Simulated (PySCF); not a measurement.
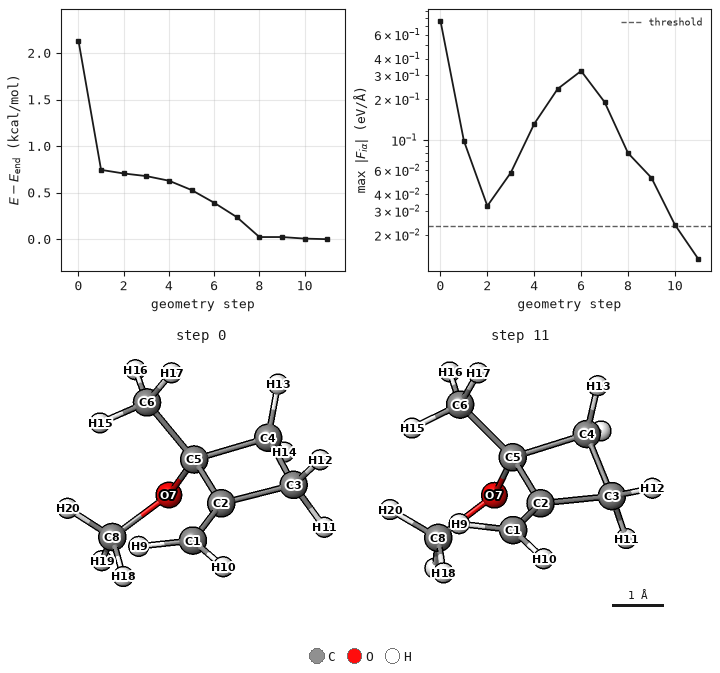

First and last geometry of a relaxation of C7H12O, with the history of the run. Style: ball-and-stick. Shown at a tilt.

The start comes from GFN2-xTB.

Level of theory: PBE0-D3(BJ)/def2-SVP geometry optimisation, gas phase (PySCF 2.14.0, density-fitted response routines). 

Read the history and describe the run.

Answer. It converged. Over 11 geometry steps the energy falls by 2.13 kcal/mol. The largest force component goes from 0.76 to 0.013 eV/Å. The atom that moves furthest after the best rigid fit is H12 (0.68 Å). Largest moves by element: H 0.68 Å, C 0.30 Å, O 0.13 Å. Among the contacts that change: C1–H10 1.079 → 1.094 Å, C5–C6 1.528 → 1.513 Å, C1–C2 1.317 → 1.330 Å, C3–H11 1.089 → 1.101 Å. Among the angles between lasting bonds that change: C2–C5–O7 115.9° → 111.2°, C2–C5–C6 114.3° → 118.7°, C4–C5–C6 115.2° → 118.7°.
